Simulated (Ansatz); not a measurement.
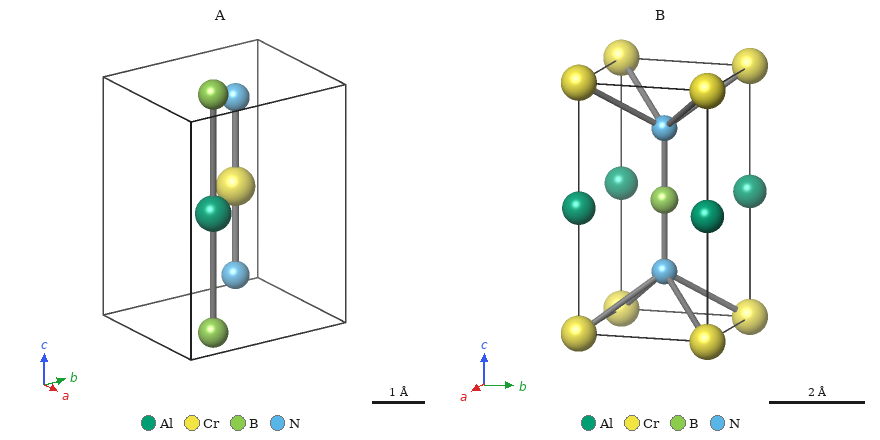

Two structures of AlCrBN2, each relaxed to rest (conventional cells in solid outline, small ones repeated, not to one scale). Method: DFT PBE, scalar-relativistic, plane waves, PAW (Ansatz), with collinear spins.

**Name structures A and B.**

A: 5 atoms a cell on a primitive hexagonal lattice, P-6m2. B: 5 atoms a cell on a primitive tetragonal lattice, P4/mmm.

**What is the energy order of the two?**

B is lower, by 438 meV/atom at this level of theory (energies at zero smearing). Volumes: A 18.3, B 8.9 Å³/atom.

One or both may be structure types tried for this composition rather than known phases.
